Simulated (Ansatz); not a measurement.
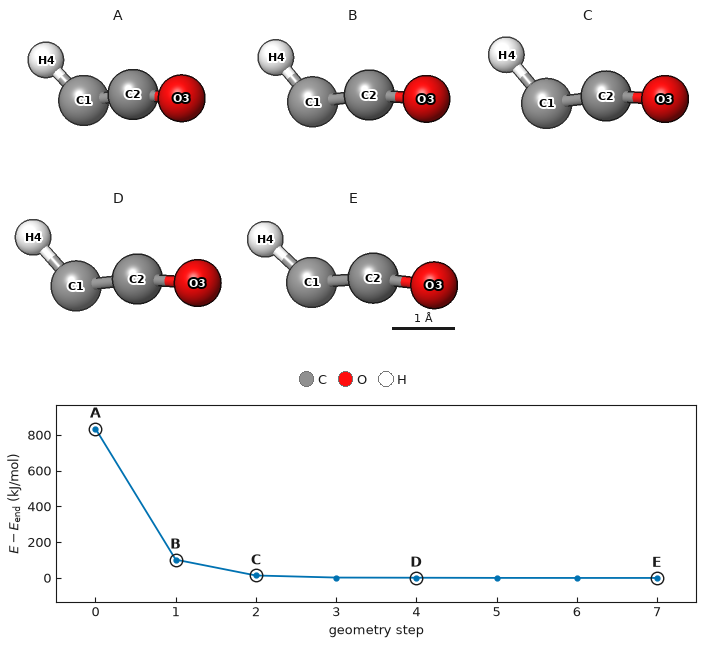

Frames of a relaxation of C$_{2}$HO (charge −1), marked on the history of the run. The picture is a ball-and-stick view, seen from a free direction.

It is one of the separated reactants of a reaction.

Computed with RKS PBE-D4/def2-SVPD in Ansatz. Set-up: force threshold 0.03 eV/Å; at most 250 steps.

What happens along the run?

Answer. The largest move after the best rigid fit is that of O3, 0.35 Å. Largest moves by element: O 0.35 Å, H 0.31 Å, C 0.14 Å. Some distances before and after: C2–O3 0.988 → 1.234 Å, C1–C2 1.036 → 1.281 Å, C1–H4 0.940 → 1.089 Å. Bond angles that change, for instance: C2–C1–H4 128.0° → 135.0°. The energy falls by 835.3 kJ/mol in 7 geometry steps. Largest force component: 31 eV/Å at the start, 0.0064 eV/Å at the end. Cost: 4.8 s on 2 threads of Arm Neoverse V2 (shared host). From step 0 to 1: O3 moves most (0.20 Å), energy −732.9 kJ/mol. From step 1 to 2: H4 moves most (0.10 Å), energy −88.7 kJ/mol. From step 2 to 4: H4 moves most (0.07 Å), energy −12.6 kJ/mol. From step 4 to 7: H4 moves most (0.07 Å), energy −1.24 kJ/mol.

```json
{"step": "0", "E − E(0), kJ/mol": "0.00", "largest force component, eV/Å": "31.3555"}
{"step": "1", "E − E(0), kJ/mol": "-732.87", "largest force component, eV/Å": "6.6748"}
{"step": "2", "E − E(0), kJ/mol": "-821.53", "largest force component, eV/Å": "2.0325"}
{"step": "3", "E − E(0), kJ/mol": "-833.20", "largest force component, eV/Å": "0.3434"}
{"step": "4", "E − E(0), kJ/mol": "-834.09", "largest force component, eV/Å": "0.2388"}
{"step": "5", "E − E(0), kJ/mol": "-835.04", "largest force component, eV/Å": "0.2266"}
{"step": "6", "E − E(0), kJ/mol": "-835.30", "largest force component, eV/Å": "0.1178"}
{"step": "7", "E − E(0), kJ/mol": "-835.32", "largest force component, eV/Å": "0.0064"}
```
